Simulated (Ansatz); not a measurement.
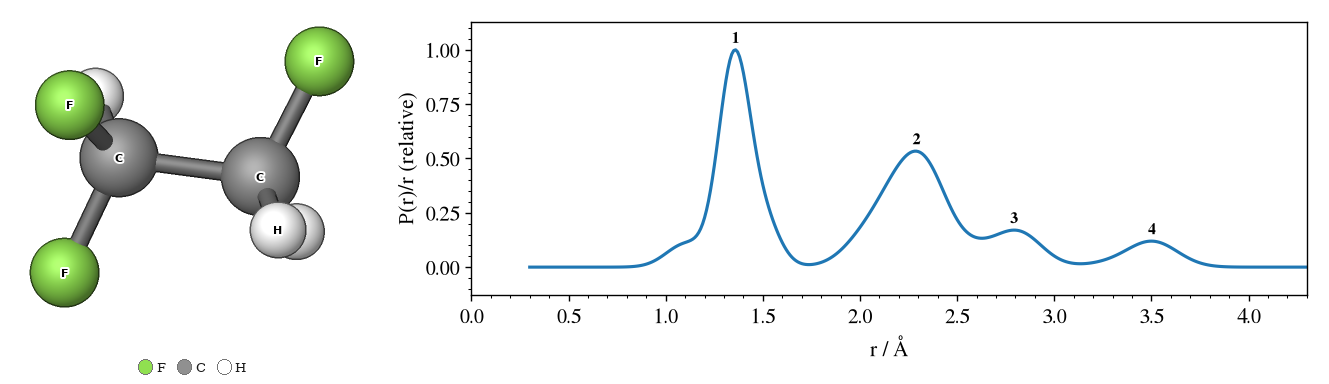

Simulated gas electron diffraction: radial distribution curve of C2H3F3. Each pair of atoms contributes with weight ZᵢZⱼ/r; damping constant 0.002 Å²; vibrational amplitudes assumed, not computed: 0.05 Å for bonds, 0.078 Å for bonds to H, 0.06 + 0.015 r up to 0.15 Å for other pairs. The geometry is the end point of an optimisation (RKS PBE0/def2-SVP in Ansatz 0.2.0); it may be a saddle point or a higher isomer. SMILES: FCC(F)F.

Assign the numbered peaks of the radial distribution curve (– bonded, ··· not bonded).

Peak 1, 1.36 Å: F–C 1.35–1.36 Å (×3), C–C 1.51 Å, not resolved
Peak 2, 2.29 Å: F···F 2.19 Å, F···C 2.32–2.35 Å (×3), not resolved; in its flanks F···H 1.99–2.62 Å
Peak 3, 2.79 Å: F···F 2.82 Å
Peak 4, 3.50 Å: F···H 3.28 Å, F···F 3.51 Å, not resolved
